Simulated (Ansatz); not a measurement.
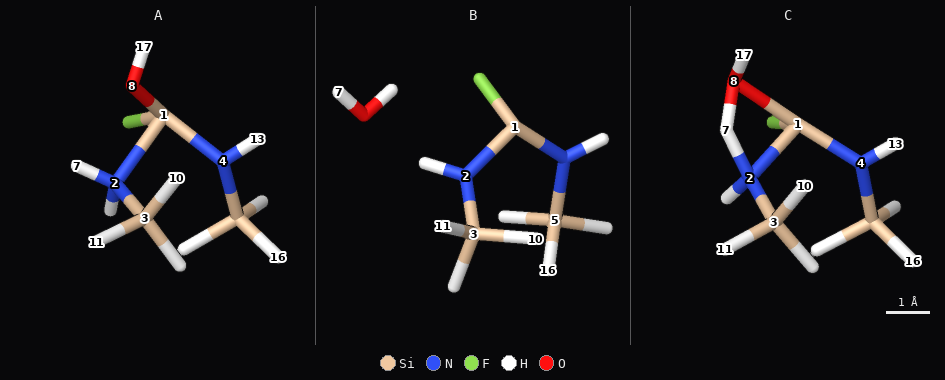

Three geometries of Si3N2H10OF (multiplicity 2): a saddle point and the two minima that it joins, in shuffled order. The picture is a stick view, seen from a free direction. Sticks join atoms that are closer than about 1.2 times the sum of their covalent radii (a little more with hydrogen).

Stationary points at PBE0-D4/def2-TZVP, single-point energies with CCSD(T)/CBS, wB97X-V, BHLYP-D4, PBE0-D4 (def2-TZVPP where no basis is named; Ansatz 0.2.0). The energies are electronic, without zero-point or thermal terms, and both ends are the minima reached downhill from the saddle, with any fragments still in contact. CCSD(T)/CBS stands for a frozen-core estimate: MP2 correlation extrapolated from def2-TZVPP and def2-QZVPP, CCSD(T) minus MP2 from the smaller set.

Identify the saddle point and describe the reaction.

Answer. Frame C is the saddle point. Counted by bonded pieces, B holds H₂O + Si₃H₈N₂F and A holds Si₃H₁₀N₂OF. From B over the saddle to A, bonds form: O–Si (3.63 → 1.98 → 1.68 Å), H–N (3.63 → 1.29 → 1.02 Å). A bond breaks: H–O (0.96 → 1.22 → 2.35 Å). Bonds that stay but change much: N–Si (1.71 → 1.87 → 2.09 Å). The saddle has one imaginary mode, 1210i cm⁻¹. With CCSD(T)/CBS the barrier is 25.7 kcal/mol from B and 25.4 kcal/mol from A, and A lies 0.2 kcal/mol above B.

| level | barrier from B (kcal/mol) | barrier from A (kcal/mol) | A less B (kcal/mol) |
| --- | --- | --- | --- |
| CCSD(T)/CBS | 25.7 | 25.4 | 0.2 |
| wB97X-V | 24.3 | 24.1 | 0.2 |
| BHLYP-D4 | 29.6 | 27.1 | 2.5 |
| PBE0-D4 | 22.2 | 22.2 | 0.0 |

Against CCSD(T)/CBS, wB97X-V comes closest on the barrier from B (−1.4 kcal/mol) and BHLYP-D4 misses most (+4.0 kcal/mol).
